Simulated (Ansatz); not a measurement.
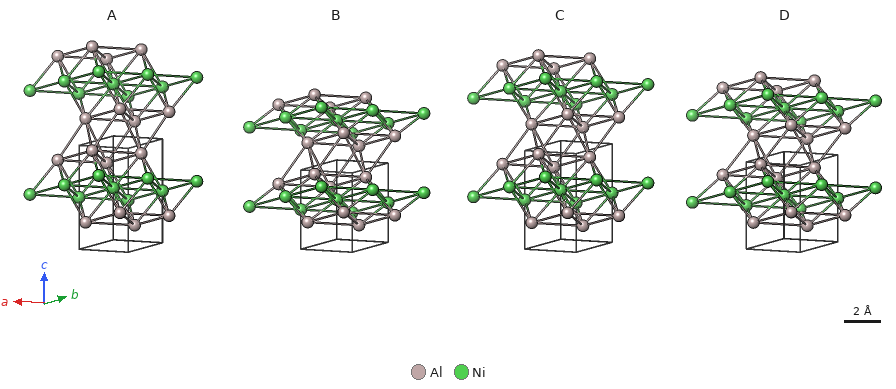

4 geometries from one relaxation of crystalline Al₂Ni (a generated structure, set up in P-3m1) (coarse preliminary run), in shuffled order. Style: ball-and-stick. Shown: the cell of the calculation, repeated 2 × 2 × 2 with one cell outlined, from a free direction.

Level of theory: Ansatz 0.2.0, DFT PBE, scalar-relativistic, plane waves, PAW. Settings: plane-wave cutoff 420 eV; k-point mesh 6 × 6 × 4; occupations gaussian; smearing width 0.1 eV; collinear spin; cell and atoms relaxed; force threshold 0.04 eV/Å; at most 70 steps.

**Order the frames from highest to lowest energy.**

B, D, C, A. They are steps 0, 2, 5, 12, at +3.907 eV per cell of the calculation, +1.077 eV per cell of the calculation, +0.281 eV per cell of the calculation relative to the last. After 10 accepted moves (12 points after the start) the energy has fallen by 3.907 eV per cell of the calculation. Largest force component: 5.8 eV/Å at the start, 0.01 eV/Å at the end. Pressure: 72.89 GPa at the start and −0.01 GPa at the end. At 2 points the geometry stayed and the basis and grid were re-selected for the new cell (energy shift of 0.141 eV per cell of the calculation at most each time). The largest moves relative to the cell, 0.33 Å, are those of Al atoms. Ni stays in place. Cell: a = b 2.953 → 2.826 Å (−4.3 %), c 4.603 → 6.031 Å (+31.0 %). Volume +20.0 %. Near-neighbour distances that change, for instance: Al–Ni 2.070 → 2.482 Å, Ni–Ni 2.953 → 2.826 Å, Al–Al 2.953 → 2.826 Å, Al–Al 2.828 → 2.811 Å. The space group stays P-3m1 (No. 164). The program noted that the starting moments weren't kept. Cost: 40 s on 1 thread of Arm Neoverse V1, on a shared host, peak memory 0.31 GiB.
